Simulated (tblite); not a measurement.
# CH8B2GeO2: the cost of one run

Programs: tblite 0.8.0 and PySCF 2.14.0, with density-fitted response routines of our own. Each step states its level of theory. These are calculated values for one molecule in the gas phase, unless marked as measured. Atoms are numbered from 0 throughout.

### Step 1. Starting geometry

14 atoms, charge 0, multiplicity 1; geometry from: force field or distance geometry start.

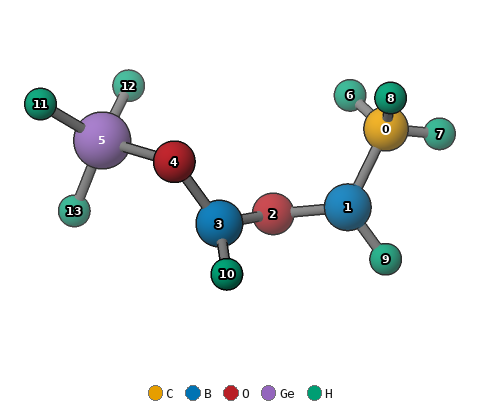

The starting geometry (carbon amber, boron blue, oxygen red, germanium purple, hydrogen teal), atoms numbered.

### Step 2. Relaxing the molecule with GFN2-xTB

The job: settings as JSON, then the geometry in Å.

```
{"job": {"kind": "relax", "xc": "GFN2-xTB", "basis": "xTB"}, "charge": 0, "multiplicity": 1}
C      2.312300    -0.534900     0.883800
B      1.790000     0.547500    -0.184500
O      0.402800     0.959200    -0.032300
B     -0.433700     0.539000    -1.152800
O     -1.311700    -0.615700    -1.010400
Ge    -2.775300    -0.270600    -0.040300
H      1.530600    -0.655000     1.673900
H      3.226500    -0.181600     1.422000
H      2.441100    -1.531700     0.413500
H      2.550000     1.411500    -0.463100
H     -0.127700     0.906900    -2.229900
H     -3.862200    -1.268500    -0.546300
H     -2.519700    -0.495300     1.494400
H     -3.223700     1.188900    -0.250200
```

Launch:

```sh
> OMP_NUM_THREADS=1 python probes_run.py task.json out
```

The driver reads the jobs from task.json and runs them one after another.

**Question.** How long does this first job take on 1 thread of Arm Neoverse N1, shared host?

About 1.1 s.
